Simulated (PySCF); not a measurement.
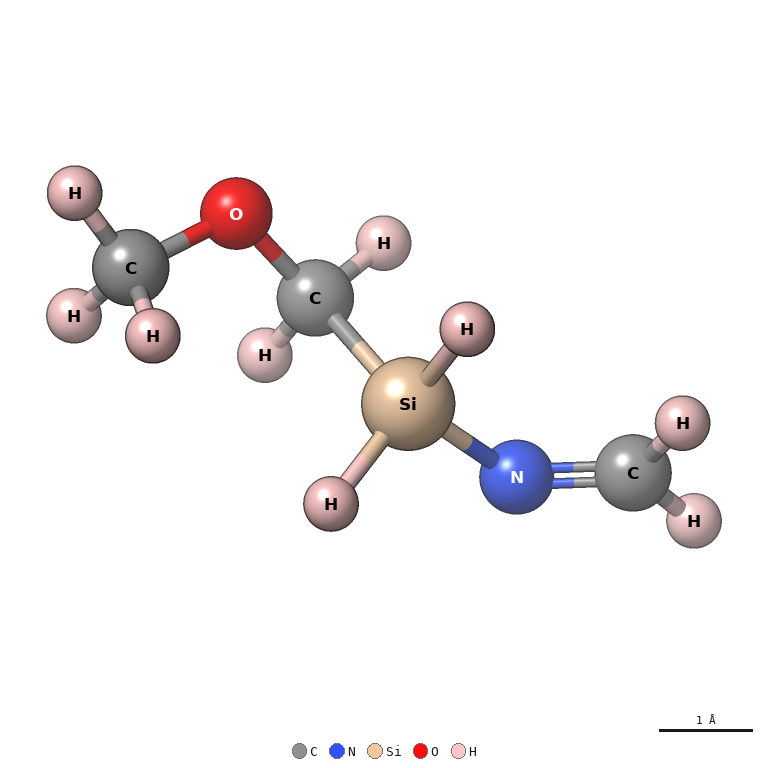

Distant atoms are faded towards the background colour. Computed geometry: PBE0-D3(BJ)/def2-SVP optimisation. No frequency run is at hand to confirm it as a minimum. Masses are those of the most abundant isotopes; constants are for the rigid equilibrium geometry.

Q: Classify the rotor and give the rotational constants (MHz).

A: An asymmetric top (C1): A = 9798, B = 1208, C = 1153 MHz. Ray's parameter κ is −0.99, close to the prolate limit.
